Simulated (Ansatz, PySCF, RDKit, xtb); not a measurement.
# MoH2O3F2: ranking a sample of isomers, part 2 of 2

Which of a sample of isomers of MoH2O3F2 is the most stable in the gas at 298.15 K, and what are its properties? The sample is small against all isomers, and the most stable one of this formula need not be in it. One structure proposed beforehand is put among the starts (marked given), to see whether the search confirms or beats it.

xtb, Ansatz and PySCF; isolated molecules. The steps go on from the part before.

### 12 Putting it together

Energies in kcal/mol from c519a; G adds the thermal terms to the CCSD(T)/def2-SVP + MP2/def2-TZVPP - MP2/def2-SVP energy. The columns left of the relaxed level are at the tight-binding geometries.

| label | SMILES | spin | GFN2-xTB | HF/STO-3G | r2SCAN-D4/def2-SVP | PBE0-D4/def2-SVP | HF/def2-SVP | MP2/def2-SVP | CCSD(T)/def2-SVP + MP2/def2-TZVPP - MP2/def2-SVP | G | share at equilibrium | T1 |
| --- | --- | --- | --- | --- | --- | --- | --- | --- | --- | --- | --- | --- |
| c519a | [O]=[Mo]([OH])([OH])([F])[F] | singlet | 0.0 | 0.0 | 0.0 | 0.0 | 0.0 | 0.0 | 0.0 | 0.0 | 79.6 % | 0.023 |
| c519b | [O]=[Mo]([OH])([OH])([F])[F] | singlet | -0.6 | 1.5 | 1.1 | 0.3 | 0.3 | 0.5 | 0.3 | 0.8 | 20.4 % | 0.023 |
| c001 | [OH][MoH]1([F])([F])[O][O]1 ‡ | singlet | 28.6 | 63.0 | 105.7 | 102.9 | 116.7 | 123.0 | 99.0 | 99.4 | < 0.1 % | 0.032 |

‡ marks the bonded skeleton alone, with all bonds drawn single: no Lewis structure was assigned that passes a check against the bond lengths.

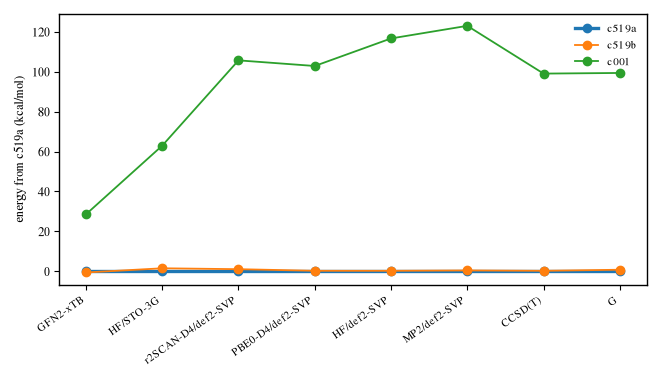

The finalists at each level, measured from c519a.

Lowest found: c519a, `[O]=[Mo]([OH])([OH])([F])[F]`, a singlet. Bond lengths: F1–Mo3 1.867 Å, F2–Mo3 1.852 Å, Mo3–O4 1.647 Å, Mo3–O5 1.843 Å, Mo3–O6 1.881 Å, O5–H7 0.965 Å, O6–H8 0.967 Å. Some angles: F1–Mo3–F2 83.5°, F1–Mo3–O4 101.4°, F1–Mo3–O5 156.2°, F1–Mo3–O6 82.1°, F2–Mo3–O4 109.7°, F2–Mo3–O5 91.0°, F2–Mo3–O6 140.1°, O4–Mo3–O5 102.3°, O4–Mo3–O6 109.6°, O5–Mo3–O6 87.5°.

```xyz
8

F    -1.4529    0.8197   -1.0497
F     0.0131    1.9987    0.5599
Mo   -0.2768    0.1943    0.2590
O    -1.3260   -0.3950    1.3841
O     1.3618   -0.2241    0.9926
O     0.0599   -1.1234   -1.0399
H     2.2558   -0.1667    0.6333
H    -0.5426   -1.1604   -1.7952
```

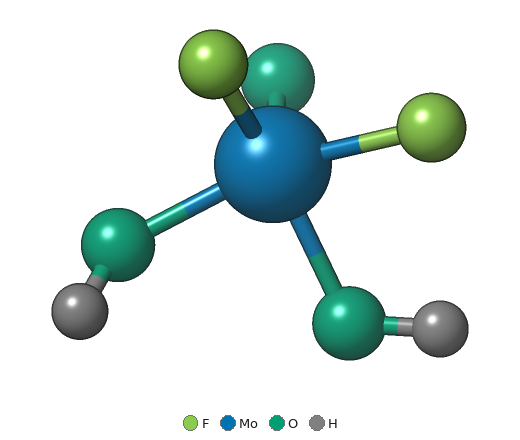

The lowest structure found, seen from a chosen angle (fluorine green, molybdenum blue, oxygen teal, hydrogen grey).

### 13 Density, orbitals and dipole (PBE0/def2-TZVPD)

Contents of input.yaml:

```yaml
crystal:
  periodic: [false, false, false]
  atoms:
    - symbol: F
      position_ang: [-1.452899, 0.819698, -1.049677]
    - symbol: F
      position_ang: [0.013136, 1.998728, 0.559867]
    - symbol: Mo
      position_ang: [-0.276821, 0.194315, 0.258985]
    - symbol: O
      position_ang: [-1.325987, -0.394998, 1.384115]
    - symbol: O
      position_ang: [1.361787, -0.224150, 0.992611]
    - symbol: O
      position_ang: [0.059858, -1.123427, -1.039867]
    - symbol: H
      position_ang: [2.255808, -0.166734, 0.633253]
    - symbol: H
      position_ang: [-0.542581, -1.160432, -1.795186]
basis:
  gaussian: {orbitals: def2-TZVPD}
hamiltonian: {xc: pbe0}
output: {forces: true, orbitals: {seedname: orbitals}}
```

Command:

```sh
$ ansatz run input.yaml --threads 2 --pin off --max-ram 5220MiB --events-out events.jsonl --progress --plain --runs-dir runs
```

Output, cut to the lines that bear on the results:

```text
Warning: RAYON_NUM_THREADS=2 ignored (pool sized by the plan → 2); use --threads N
Functional definition: PBE0
  name "PBE0"
[...]
1426 factors; their error is unknown
[...]
mean field -13461.96777778 eV, -494.7181909837 hartree, gradient 4.7e-5 eV, S^2 0.000000; 0 other end points of the search recorded, 0 dependent functions left out
[...]
reference -13461.96783350 eV, -494.7181930314 hartree; 29, 29 occupied and 229, 229 virtual orbitals, 1426 factors
Total energy: -13461.96783350 eV, -494.7181930314 hartree
Atom 0 at    -1.452899     0.819698    -1.049677 Å, force    -0.049754     0.052530    -0.059761 eV/Å
Atom 1 at     0.013136     1.998728     0.559867 Å, force     0.007453     0.061883    -0.006294 eV/Å
Atom 2 at    -0.276821     0.194315     0.258985 Å, force    -0.015211     0.105614    -0.121821 eV/Å
Atom 3 at    -1.325987    -0.394998     1.384115 Å, force    -0.116101    -0.078127     0.180480 eV/Å
Atom 4 at     1.361787    -0.224150     0.992611 Å, force     0.302138    -0.062891     0.036772 eV/Å
Atom 5 at     0.059858    -1.123427    -1.039867 Å, force    -0.043059    -0.151997    -0.217207 eV/Å
Atom 6 at     2.255808    -0.166734     0.633253 Å, force    -0.203856     0.010637     0.028053 eV/Å
Atom 7 at    -0.542581    -1.160432    -1.795186 Å, force     0.118391     0.062352     0.159779 eV/Å
Dipole moment:     0.495285    -0.217020    -0.261089 e Å
```

Wall time 6.3 s (2 threads of Intel Xeon 6975P-C (Granite Rapids), shared host); peak memory 0.8 GiB.

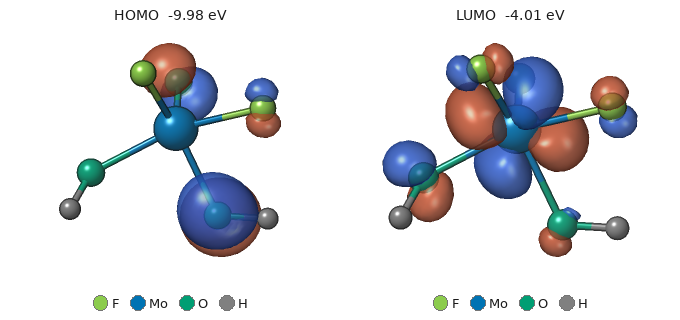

Frontier orbitals of this run, surfaces at ±0.2 Å^-3/2.

### 14 Electronic excitations (TD-CAM-B3LYP/def2-SVPD)

An in-house driver calls PySCF's response routines at TD-CAM-B3LYP/def2-SVPD; it has no typed input.

Output:

```text
coarse grid: 39256 points
cycle   1  E = -493.9636995111  dE = -7.486e+00  |g| = 1.698e+00  |ddm| = 3.972e+00
cycle   2  E = -490.9073317579  dE =  3.056e+00  |g| = 4.433e+00  |ddm| = 4.562e+00
cycle   3  E = -494.3767523586  dE = -3.469e+00  |g| = 7.615e-01  |ddm| = 3.591e+00
cycle   4  E = -494.4667888789  dE = -9.004e-02  |g| = 3.112e-01  |ddm| = 7.208e-01
cycle   5  E = -494.4826039737  dE = -1.582e-02  |g| = 9.693e-02  |ddm| = 3.098e-01
cycle   6  E = -494.4845601910  dE = -1.956e-03  |g| = 2.690e-02  |ddm| = 1.139e-01
cycle   7  E = -494.4846836320  dE = -1.234e-04  |g| = 7.398e-03  |ddm| = 2.190e-02
cycle   8  E = -494.4846957232  dE = -1.209e-05  |g| = 1.171e-03  |ddm| = 7.746e-03
cycle   9  E = -494.4846963307  dE = -6.075e-07  |g| = 6.264e-04  |ddm| = 2.165e-03
final grid: 81984 points
cycle  10  E = -494.4845825085  dE = -7.475e-08  |g| = 1.243e-03  |ddm| = 4.127e-03
cycle  11  E = -494.4845812014  dE =  1.307e-06  |g| = 2.981e-03  |ddm| = 2.903e-03
cycle  12  E = -494.4845827948  dE = -1.593e-06  |g| = 3.222e-04  |ddm| = 2.072e-03
cycle  13  E = -494.4845828137  dE = -1.890e-08  |g| = 5.675e-05  |ddm| = 2.376e-04
cycle  14  E = -494.4845828164  dE = -2.774e-09  |g| = 2.749e-05  |ddm| = 1.461e-04
cycle  15  E = -494.4845828169  dE = -4.995e-10  |g| = 1.920e-05  |ddm| = 6.976e-05
converged SCF energy = -494.4845828169

Static polarisability (au): isotropic 53.601, principal 48.312 54.546 57.944

Singlet excitations
state   eV       nm        f      main configurations
  1   4.2431    292.2   0.00049   H->L 0.95
  2   4.5179    274.4   0.00595   H-1->L 0.50, H-2->L 0.45
  3   4.8641    254.9   0.00238   H-2->L 0.44, H-1->L 0.38, H-3->L 0.11
  4   5.4426    227.8   0.01523   H-3->L 0.58, H-4->L 0.24
  5   5.5805    222.2   0.00085   H->L+1 0.84
  6   5.7200    216.8   0.01644   H-4->L 0.64, H-3->L 0.13
  7   5.7666    215.0   0.00091   H-5->L 0.94
  8   6.0683    204.3   0.00315   H-1->L+1 0.76, H-2->L+1 0.16

Triplet excitations (Tamm-Dancoff, eV): 4.0389 4.1466 4.2839
```

Wall time 12 s (2 threads of Intel Xeon 6975P-C (Granite Rapids), shared host); peak memory 0.74 GiB.

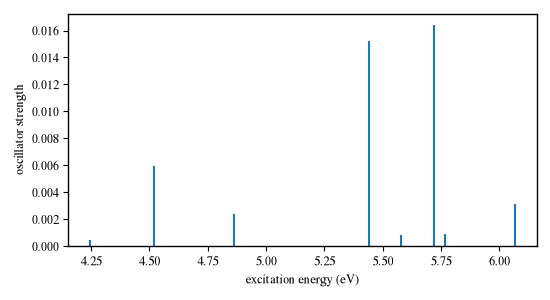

Vertical excitations as sticks.

The roots found:

| excited state | energy (eV) | strength |
| --- | --- | --- |
| 1 | 4.243 | 0.0005 |
| 2 | 4.518 | 0.0060 |
| 3 | 4.864 | 0.0024 |
| 4 | 5.443 | 0.0152 |
| 5 | 5.580 | 0.0008 |
| 6 | 5.720 | 0.0164 |
| 7 | 5.767 | 0.0009 |
| 8 | 6.068 | 0.0032 |

### 15 The cation at the same geometry (PBE0/def2-TZVPD)

Contents of input.yaml:

```yaml
crystal:
  periodic: [false, false, false]
  atoms:
    - {symbol: F, position_ang: [-1.452899, 0.819698, -1.049677]}
    - {symbol: F, position_ang: [0.013136, 1.998728, 0.559867]}
    - {symbol: Mo, position_ang: [-0.276821, 0.194315, 0.258985]}
    - {symbol: O, position_ang: [-1.325987, -0.394998, 1.384115]}
    - {symbol: O, position_ang: [1.361787, -0.224150, 0.992611]}
    - {symbol: O, position_ang: [0.059858, -1.123427, -1.039867]}
    - {symbol: H, position_ang: [2.255808, -0.166734, 0.633253]}
    - {symbol: H, position_ang: [-0.542581, -1.160432, -1.795186]}
basis:
  gaussian: {orbitals: def2-TZVPD}
total_charge: 1
magnetization: {spin_polarized: true, initial_magnetization: 1}
hamiltonian: {xc: {name: PBE0}}
```

Command:

```sh
$ ansatz run input.yaml --threads 2 --pin off --max-ram 5220MiB --events-out events.jsonl --progress --plain --runs-dir runs
```

Output:

```text
Warning: RAYON_NUM_THREADS=2 ignored (pool sized by the plan → 2); use --threads N
[... 2 set-up lines as earlier in the session ...]
  parameter a = 0.25
  parameter kappa = 0.804
  parameter beta = 0.06672455060314922
  exchange = (1 - a)*pbe_x(kappa = kappa, mu = beta*pi^2/3) + a*exact_x
  correlation = pbe_c(beta = beta)
1426 factors; their error is unknown
mean field evaluation 1: about -13427.3583 eV, gradient 8.6e1 eV
mean field evaluation 2: about -13224.1114 eV, gradient 2.5e2 eV
mean field evaluation 4: about -13442.7353 eV, gradient 4.4e1 eV
mean field evaluation 8: about -13449.7667 eV, gradient 1.2e0 eV
mean field evaluation 16: about -13449.8841 eV, gradient 2.8e-1 eV
mean field evaluation 32: about -13449.8863 eV, gradient 7.5e-3 eV
mean field evaluation 64: about -13449.4215 eV, gradient 6.8e0 eV
mean field -13449.88632845 eV, -494.2742059102 hartree, gradient 1.5e-5 eV, S^2 0.791041; 6 other end points of the search recorded, 0 dependent functions left out
reference -13449.88638515 eV, -494.2742079939 hartree; 29, 28 occupied and 229, 230 virtual orbitals, 1426 factors
Total energy: -13449.88638515 eV, -494.2742079939 hartree
```

It took 36 s on 2 threads of Intel Xeon 6975P-C (Granite Rapids), shared host; peak memory 1.4 GiB.

Difference from the parent: 12.08 eV.

### 16 The anion at the same geometry (PBE0/def2-TZVPD)

Edit input.yaml of step 15 so:

```diff
@@ -13,4 +13,5 @@
   gaussian: {orbitals: def2-TZVPD}
-total_charge: 1
+total_charge: -1
 magnetization: {spin_polarized: true, initial_magnetization: 1}
-hamiltonian: {xc: {name: PBE0}}
+hamiltonian: {xc: pbe0}
+scf: {lower_state_search: "off"}
```

Command:

```sh
$ ansatz run input.yaml --threads 2 --pin off --max-ram 5220MiB --events-out events.jsonl --progress --plain --runs-dir runs
```

Output, cut to the lines that bear on the results:

```text
Warning: RAYON_NUM_THREADS=2 ignored (pool sized by the plan → 2); use --threads N
[... 2 set-up lines as earlier in the session ...]
[...]
1426 factors; their error is unknown
[...]
mean field -13463.95150506 eV, -494.7910916169 hartree, gradient 7.4e-6 eV, S^2 0.753706; 0 other end points of the search recorded, 0 dependent functions left out
reference -13463.95155080 eV, -494.7910932976 hartree; 30, 29 occupied and 228, 229 virtual orbitals, 1426 factors
Total energy: -13463.95155080 eV, -494.7910932976 hartree
Checks for a lower state left out: stability, starts, cluster_reference, orbital_swaps, neighbouring_geometries, increment
```

Wall time 7.2 s (2 threads of Intel Xeon 6975P-C (Granite Rapids), shared host); peak memory 0.89 GiB.

Parent less the species with the added electron: 1.98 eV.

### 17 The triplet at the same geometry (PBE0/def2-TZVPD)

Contents of input.yaml:

```yaml
crystal:
  periodic: [false, false, false]
  atoms:
    - symbol: F
      position_ang: [-1.452899, 0.819698, -1.049677]
    - symbol: F
      position_ang: [0.013136, 1.998728, 0.559867]
    - symbol: Mo
      position_ang: [-0.276821, 0.194315, 0.258985]
    - symbol: O
      position_ang: [-1.325987, -0.394998, 1.384115]
    - symbol: O
      position_ang: [1.361787, -0.224150, 0.992611]
    - symbol: O
      position_ang: [0.059858, -1.123427, -1.039867]
    - symbol: H
      position_ang: [2.255808, -0.166734, 0.633253]
    - symbol: H
      position_ang: [-0.542581, -1.160432, -1.795186]
basis:
  gaussian: {orbitals: def2-TZVPD}
total_charge: 0
magnetization: {spin_polarized: true, initial_magnetization: 2}
hamiltonian: {xc: {name: PBE0}}
```

Command:

```sh
$ ansatz run input.yaml --threads 2 --pin off --max-ram 5220MiB --events-out events.jsonl --progress --plain --runs-dir runs
```

Output, cut to the lines that bear on the results:

```text
Warning: RAYON_NUM_THREADS=2 ignored (pool sized by the plan → 2); use --threads N
[... 7 set-up lines as earlier in the session ...]
1426 factors; their error is unknown
mean field evaluation 1: about -13445.1243 eV, gradient 6.5e1 eV
mean field evaluation 2: about -13339.0582 eV, gradient 1.8e2 eV
mean field evaluation 4: about -13454.4409 eV, gradient 3.1e1 eV
mean field evaluation 8: about -13457.9448 eV, gradient 2.0e0 eV
mean field evaluation 16: about -13457.9663 eV, gradient 2.0e-1 eV
mean field evaluation 32: about -13458.0655 eV, gradient 4.3e-3 eV
mean field evaluation 64: about -13458.0655 eV, gradient 1.4e-5 eV
mean field -13458.06545713 eV, -494.5747833451 hartree, gradient 4.7e-6 eV, S^2 2.011156; 6 other end points of the search recorded, 0 dependent functions left out
reference -13458.06551159 eV, -494.5747853466 hartree; 30, 28 occupied and 228, 230 virtual orbitals, 1426 factors
Total energy: -13458.06551159 eV, -494.5747853466 hartree
```

It took 43 s on 2 threads of Intel Xeon 6975P-C (Granite Rapids), shared host; peak memory 1.4 GiB.

It lies 3.90 eV above the singlet.

### 18 Summary of results

The summary covers parts 1 to 2.

| quantity | value |
| --- | --- |
| lowest structure found | [O]=[Mo]([OH])([OH])([F])[F], singlet |
| next finalist | [O]=[Mo]([OH])([OH])([F])[F], singlet, 0.8 kcal/mol higher in G |
| share at equilibrium, among the finalists | 79.6 % |
| funnel | 10 starts, 6 minima at GFN2-xTB, 7 screening runs, 3 relaxed, 3 ranked |
| CPU time of all runs | 20 min |
| dipole moment (PBE0/def2-TZVPD) | 2.88 D |
| HOMO energy (PBE0/def2-TZVPD) | -9.98 eV |
| LUMO energy (PBE0/def2-TZVPD) | -4.01 eV |
| HOMO–LUMO gap (PBE0/def2-TZVPD) | 5.97 eV |
| lowest excitation (TD-CAM-B3LYP/def2-SVPD) | 4.24 eV (f = 0.000) |
| strongest of the states computed, same level | 5.72 eV (f = 0.016) |
| lowest triplet excitation, same level, Tamm-Dancoff | 4.04 eV |
| vertical ionisation energy | 12.08 eV |
| vertical electron affinity | 1.98 eV |
| vertical triplet less singlet | +3.90 eV |

The search ends on `[O]=[Mo]([OH])([OH])([F])[F]`. The next finalist is drawn with the same bonds. At 0.8 kcal/mol the two aren't resolved. GFN2-xTB, HF/STO-3G, r2SCAN-D4/def2-SVP, PBE0-D4/def2-SVP, HF/def2-SVP and MP2/def2-SVP already put its bonding pattern lowest among the structures in one piece. The largest share of the time went into recheck (51 %). A large T1 diagnostic among the finalists warns that one reference determinant may not suffice. It concerns: the winner; the finalist [O]=[Mo]([OH])([OH])([F])[F] (singlet); the finalist [OH][MoH]1([F])([F])[O][O]1 ‡ (singlet). Spin-orbit coupling, which matters for elements this heavy, is left out. The structure proposed beforehand is the winner. Lowest found is not proven lowest: the search is finite, and each finalist counts with one conformer. Only 1 drawn pattern was tried, so whole families of isomers are missing, and the result ranks this sample alone.

‡ marks the bonded skeleton alone, with all bonds drawn single: no Lewis structure was assigned that passes a check against the bond lengths.
